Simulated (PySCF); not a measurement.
Run report: Si2H4ClO2, single-point calculation

The run: single-point calculation of Si2H4ClO2, multiplicity 2. Method and program: MP2/ANO-RCC-MB, UHF, sfX2C (PySCF 2.14.0).

The geometry comes from this level: PBE0-D4/def2-TZVP.

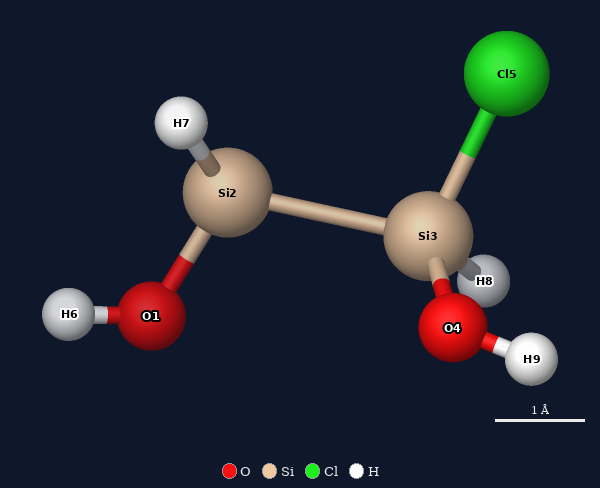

Figure 1. The structure (ball-and-stick view, seen on its broad side; atoms are numbered from 1 in the order of the input).

## Results in brief

| quantity | value |
| --- | --- |
| outcome | converged |
| total energy | −1192.031928 hartree |
| SCF energy | −1191.899840 hartree |
| correlation energy | −0.132088 hartree |
| basis functions | 41 |
| ⟨S²⟩ | 0.753 |
| hardware | 1 thread of Intel Xeon (Sapphire Rapids), 16 GiB of memory available, shared host |
| wall time | 6.3 s |
| peak memory | 0.16 GiB |

## Input (calc.py)
```python
# O[SiH][SiH](O)Cl
from pyscf import gto, mp

mol = gto.M(
    atom='''
O     -1.402555     2.270695    -3.476151
Si     1.214716     1.394996    -2.008401
Si     0.305758    -1.749319     0.940517
O     -1.826420    -0.830346     2.989925
Cl     3.729375    -2.439447     2.696450
H     -1.420129     3.901718    -4.265112
H      2.505210     3.618259    -0.831668
H     -0.445597    -4.191224    -0.219208
H     -2.493305    -2.062636     4.141524
''',
    max_memory=1860,
    verbose=3,
    spin=1,
    basis='ano-rcc-mb',
    unit='bohr',
)

mf = mol.UHF()
mf = mf.x2c()
mf.conv_tol = 1e-10
mf.kernel()
if not mf.converged:
    mf = mf.newton().run(mf.mo_coeff, mf.mo_occ)

pt = mp.MP2(mf, frozen=17).run()
e_tot = pt.e_tot
print(f'total energy: {e_tot:.8f} hartree')
```

Command:
```bash
OMP_NUM_THREADS=1 python calc.py
```

## What the program printed
```
WARN: HOMO -0.098406679648339 >= LUMO -0.098406679648339

converged SCF energy = -1191.89983987168  <S^2> = 0.75269386  2S+1 = 2.002692
E(UMP2) = -1192.03192803149  E_corr = -0.132088159811826
E(SCS-UMP2) = -1192.03928237725  E_corr = -0.139442505571508
total energy: -1192.03192803 hartree
```
